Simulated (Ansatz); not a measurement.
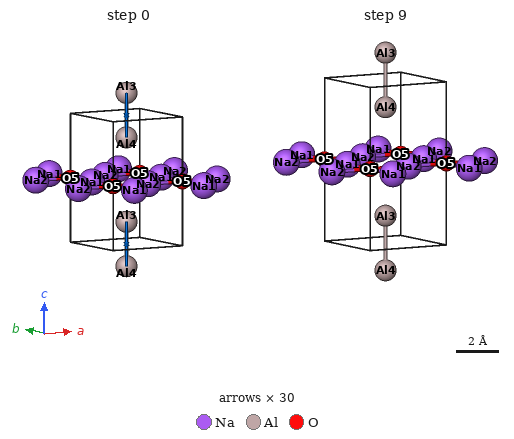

The structure of solid Na$_{2}$Al$_{2}$O (a generated structure, set up in Cmmm) (coarse preliminary run) before (left) and after (right) a relaxation, at one scale. The blue arrows give the displacements (the part carried along by the change of the cell is left out), magnified 30 times.

A ball-and-stick model of the cell of the calculation, seen from a free direction.

Theory: DFT PBE, scalar-relativistic, plane waves, PAW (Ansatz).

The input:
```yaml
crystal:
  lattice:
    - [2.62400046, -2.80051039, 0.0]
    - [2.62400046, 2.80051039, 0.0]
    - [0.0, 0.0, 6.29623097]
  atoms:
    - { symbol: Na, position: [0.0, 0.5, 0.5] }
    - { symbol: Na, position: [0.5, 0.0, 0.5] }
    - { symbol: Al, position: [0.5, 0.5, 0.17260174] }
    - { symbol: Al, position: [0.5, 0.5, 0.82739826] }
    - { symbol: O, position: [0.0, 0.0, 0.5] }
basis:
  ecutwfc: 420
kpoints:
  mp_grid: { grid: [4, 4, 4] }
hamiltonian:
  xc: pbe
scf:
  occupations: { method: gaussian, width: 0.1 }
  lower_state_search: "off"
output:
  forces: true
  stress: true
  eigenvalues: true
relax:
  adjacent_minimum: "off"
  f_tol: 0.04
  max_steps: 70
  cell: { stress_tol: 0.4 }
```

Run as
```bash
ansatz run input.yaml --threads 1 --pin off --max-ram 2560MiB --backend cpu --events-out ev --progress --plain --runs-dir out
```

**Describe what moved and what it gained.**

The largest moves relative to the cell, 0.042 Å, are those of Al3 and Al4. Al3 goes along −c. Na and O stay in place. The drawn cell changes as follows: a = b 3.838 → 4.292 Å (+11.8 %), c 6.296 → 7.971 Å (+26.6 %), γ 93.7° → 90.5°; the volume changes by +58.6 %. Among the contacts that change: Na1–Al3 2.816 → 3.411 Å, Al3–Al4 2.173 → 2.668 Å, Na1–Na2 2.624 → 3.020 Å, Na1–Na2 (another image) 2.801 → 3.049 Å. Bond angles that change, for instance: Na1–O5–Na2 93.7° → 90.5°, Na1–O5–Na2 86.3° → 89.5°. The space group stays Cmmm (No. 65). Over 7 accepted moves (9 points after the start) the energy falls by 510 meV per atom. Largest force component: 2.5 eV/Å at the start, 0.034 eV/Å at the end. Pressure: 22.18 GPa at the start and 0.03 GPa at the end. At 2 points the geometry stayed and the basis and grid were re-selected for the new cell (energy shift of 43.2 meV per atom at most each time). The run took 34 s on 1 thread of Arm Neoverse V1, with other jobs on the host, peak memory 0.38 GiB.

Limits of the set-up: the k-point mesh is coarse for a cell with partly filled bands.
